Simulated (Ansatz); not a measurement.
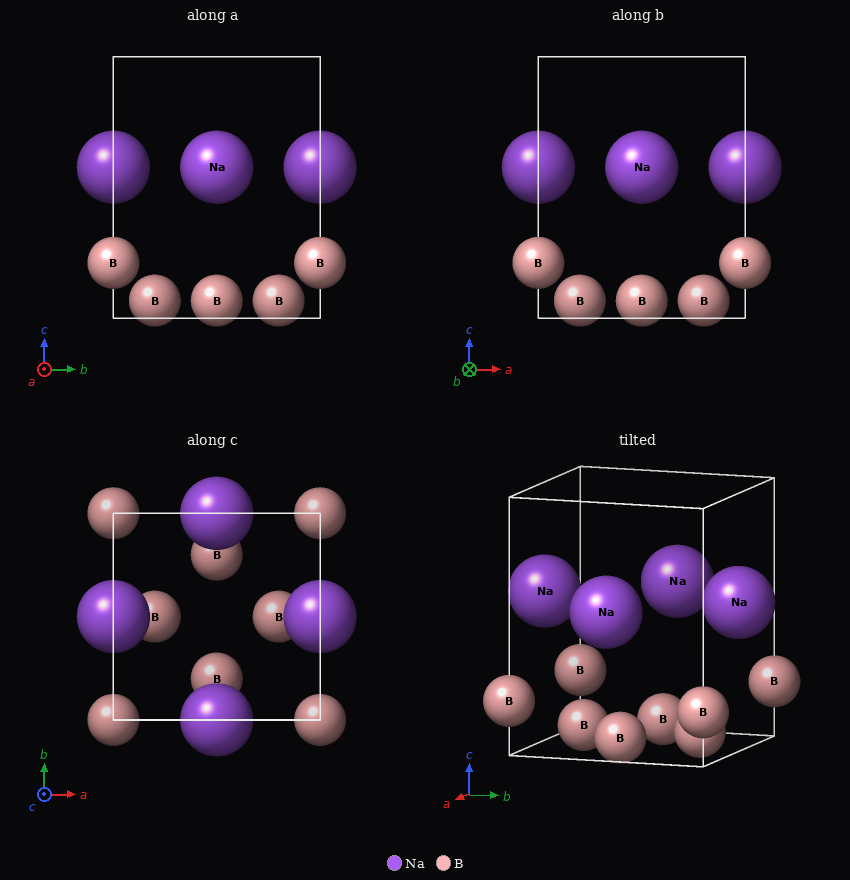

View along the a axis, along the b axis, along the c axis and slightly off an axis, drawn as a spheres-only model. The frame is the conventional unit cell; atoms at its boundary are shown with their periodic copies.

Lattice parameters: a = 4.063 Å, b = 4.063 Å, c = 5.140 Å, α = 90.00°, β = 90.00°, γ = 90.00°. Put a along x and b in the xy plane.

### Set out the cell and atoms as a POSCAR file, with free fractional coordinates to two decimals.

```
Na B
1.0
     4.063    0.000    0.000
     0.000    4.063    0.000
     0.000    0.000    5.140
Na B
2 5
Direct
  0.50 0.00 0.58
  0.00 0.50 0.58
  0.00 0.00 0.21
  0.20 0.50 0.07
  0.80 0.50 0.07
  0.50 0.20 0.07
  0.50 0.80 0.07
```

It goes back to a random cell made by a generator, so it need not be a real form of the compound. Earlier steps of the study may have refined or changed the cell and positions. A calculation with Ansatz used it as input.
